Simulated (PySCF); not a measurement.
# Cr²⁺: dipole response in aug-cc-pVQZ-DK

How polarisable is Cr²⁺ at the levels listed below?

Program: PySCF 2.14.0. Level of theory: unrestricted determinants in a Gaussian basis, no spin-orbit coupling in the energies. These are calculated values, not measurements, unless marked.

**1. What is computed**

| Property | Result |
| --- | --- |
| Element | chromium (Z = 24) |
| Basis | aug-cc-pVQZ-DK (9s8p6d4f3g2h, 140 functions) |
| Hamiltonian | the spin-free X2C one-electron Hamiltonian (Gaussian nucleus) |
| State 1 | Cr²⁺: [Ar] 3d3 4s1, high-spin 5F determinant (an excited configuration) |
| Methods | BP86 |

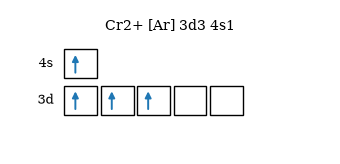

Occupation of the outer shells (arrows by Hund's rule).

One driver process ran all states and methods and kept the integrals in memory. Each run is shown as a PySCF script that sums up its settings (the driver passes frozen orbitals as a list and adds second-order terms of double hybrids); the logs are those of the runs themselves. The driver starts from symmetry-adapted Hartree-Fock orbitals, holds the occupation by maximum overlap and uses a logarithmic radial grid for functionals, so a plain start would take other cycles.

The integrals over 140 functions and the set-up took 10 s of CPU time.

**2. Cr²⁺ [Ar] 3d3 4s1, at BP86**

**BP86**

File input.py:

```python
from pyscf import gto, scf, dft, mp, cc
import basis_set_exchange as bse
mol = gto.M(atom="Cr 0 0 0", charge=2, spin=4, symmetry="D2h",
            basis=gto.basis.parse(bse.get_basis("aug-cc-pVQZ-DK", elements=["Cr"], fmt="nwchem")),
            nucmod="G")
mf = dft.UKS(mol, xc="B88,P86").sfx2c1e()
mf.irrep_nelec = {'Ag': (4, 3), 'B1g': (1, 0), 'B2g': (1, 0), 'B3g': (1, 0), 'B1u': (2, 2), 'B2u': (2, 2), 'B3u': (2, 2)}
mf.kernel()
```

What it wrote:

```text
damping factor = 0
level_shift factor = 0
DIIS = <class 'pyscf.scf.diis.CDIIS'>
diis_start_cycle = 1
diis_space = 10
diis_damp = 0
SCF conv_tol = 1e-09
SCF conv_tol_grad = None
number electrons alpha = 13  beta = 9
XC functionals = B88,P86
    A. D. Becke.,  Phys. Rev. A 38, 3098 (1988)
    J. P. Perdew.,  Phys. Rev. B 33, 8822 (1986)
cycle= 1 E= -1049.81822948814  delta_E= -0.0117  |g|= 0.0134  |ddm|= 1.38
cycle= 2 E= -1049.81825884661  delta_E= -2.94e-05  |g|= 0.00554  |ddm|= 0.0661
cycle= 3 E= -1049.81826343329  delta_E= -4.59e-06  |g|= 0.0024  |ddm|= 0.0152
cycle= 4 E= -1049.81826446395  delta_E= -1.03e-06  |g|= 2.73e-05  |ddm|= 0.00642
cycle= 5 E= -1049.81826446429  delta_E= -3.39e-10  |g|= 1.44e-06  |ddm|= 0.000102
converged SCF energy = -1049.81826446429  <S^2> = 6.0003829  2S+1 = 5.0001532
```

CPU time 80 s on a shared host, the integrals not counted.

The occupied shells:

```
shell  electrons  mean orbital energy (eV)  spread (eV)  rms radius (bohr)
 1s α          1                   -5907.5            0             0.0734
 1s β          1                   -5907.4            0             0.0734
 2s α          1                   -696.96            0              0.318
 2s β          1                   -695.66            0              0.318
 2p α          3                   -590.37            0              0.288
 2p β          3                   -589.35            0              0.288
 3s α          1                   -103.00            0              0.954
 3s β          1                   -99.734            0              0.954
 3p α          3                   -74.074            0               1.02
 3p β          3                   -70.843            0               1.02
 3d α          3                   -30.200            0               1.27
 4s α          1                   -21.684            0               2.71
```

⟨S²⟩ = 6.000, ⟨L²⟩ = 12.00.

The driver then solved the coupled dipole response at imaginary frequencies: mean α = 19.89 bohr³, C₆ = 82.48 au for a like pair.

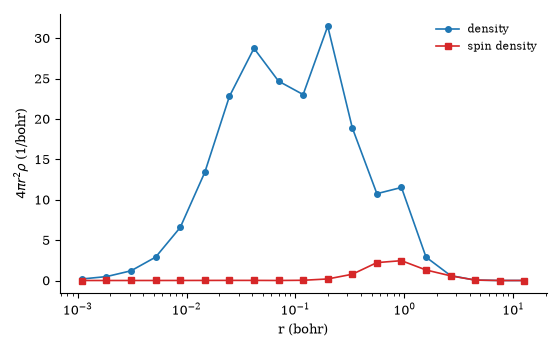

Radial density 4πr²ρ of Cr²⁺ at BP86, at 19 stored radii joined by straight lines.

**3. Polarisabilities and C₆**

Cr²⁺ [Ar] 3d3 4s1, in atomic units:

```
method  mean α  C₆ (like pair)  S(−4)
  BP86   19.89           82.48  349.6
```

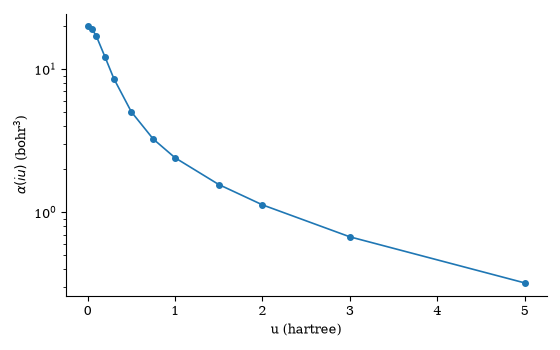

α(iu) of Cr²⁺ [Ar] 3d3 4s1, the polarisability at imaginary frequency, on a logarithmic scale.

**4. Outcome**

| quantity | value |
| --- | --- |
| α of Cr²⁺ [Ar] 3d3 4s1 | 19.89 (BP86) bohr³ |

A single London oscillator with the computed α and C₆ of Cr²⁺ [Ar] 3d3 4s1 at BP86 would have ω = 4 C₆ / (3 α²) = 0.278 hartree. All values hold for this basis alone; no basis-set limit was taken.
